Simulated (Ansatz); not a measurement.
**Si$_{4}$NH$_{11}$O$_{3}$: molecular dynamics**

- system: Si$_{4}$NH$_{11}$O$_{3}$
- method: RKS PBE/STO-3G (Ansatz 0.2.0)

One setting was made poor on purpose. It belongs to a series of runs on one base structure; here: an input spoilt on purpose.

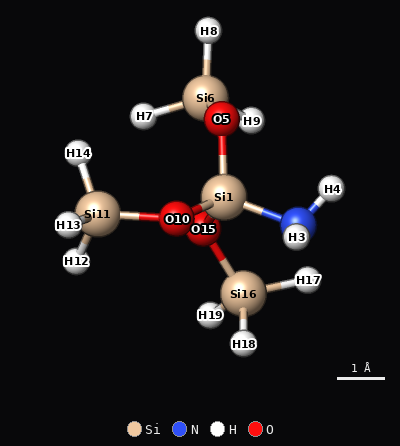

**Figure 1.** The structure as given in the input (ball-and-stick view, seen at a tilt; atoms are numbered from 1 in the order of the input). Bond lengths as drawn: H–N 1.06 Å, H–Si 1.46 Å, N–Si 1.78 Å and O–Si 1.70 to 1.72 Å.

Input file:
```yaml
crystal:
  periodic: [false, false, false]
  atoms:
    - { symbol: Si, position_ang: [-0.229924, -0.08757, 0.463696] }
    - { symbol: "N", position_ang: [-0.183755, -0.152988, 2.244575] }
    - { symbol: H, position_ang: [-0.626552, 0.729214, 2.630174] }
    - { symbol: H, position_ang: [0.817762, -0.097355, 2.585827] }
    - { symbol: O, position_ang: [1.29173, 0.179569, -0.254928] }
    - { symbol: Si, position_ang: [1.856099, -1.112239, -1.246969] }
    - { symbol: H, position_ang: [1.035205, -1.355684, -2.432215] }
    - { symbol: H, position_ang: [3.167828, -0.661955, -1.695728] }
    - { symbol: H, position_ang: [2.036684, -2.374326, -0.530428] }
    - { symbol: O, position_ang: [-1.31627, 1.181867, 0.141818] }
    - { symbol: Si, position_ang: [-1.887328, 1.321493, -1.474036] }
    - { symbol: H, position_ang: [-2.802897, 0.23812, -1.832501] }
    - { symbol: H, position_ang: [-2.611945, 2.583474, -1.527629] }
    - { symbol: H, position_ang: [-0.811343, 1.346659, -2.465122] }
    - { symbol: O, position_ang: [-0.726102, -1.582859, -0.180453] }
    - { symbol: Si, position_ang: [-1.50161, -2.674758, 0.900375] }
    - { symbol: H, position_ang: [-0.585969, -3.245772, 1.886144] }
    - { symbol: H, position_ang: [-2.642469, -2.084462, 1.597718] }
    - { symbol: H, position_ang: [-1.986744, -3.755128, 0.050682] }
basis:
  gaussian: { orbitals: STO-3G }
hamiltonian:
  xc: pbe
md:
  timestep: 0.5
  n_steps: 25
  ensemble: nve
  temperature: 300.0
  initial_velocities: maxwell_boltzmann
  seed: 46005
  friction: 0.05
  temperature_schedule: [{ n_steps: 10, end_temperature: 100.0 }]
```

Machine: 1 thread of Arm Neoverse V1, 24 GiB of memory available, shared host.

Launch command:
```bash
ansatz run input.yaml --threads 1 --pin off --max-ram 2048MiB --backend cpu --events-out ev --progress --plain --runs-dir out
```

Output:
```
Error: invalid value for `md.friction`: only applies to ensemble: nvt_langevin or npt_langevin — drop it or switch ensemble
```

Outcome:

```csv
quantity,value
outcome,refused by the program
```

Diagnosis:

The program refused the input: “invalid value for `md.friction`: only applies to ensemble: nvt_langevin or npt_langevin — drop it or switch ensemble” A deliberately poor setting: bad input.
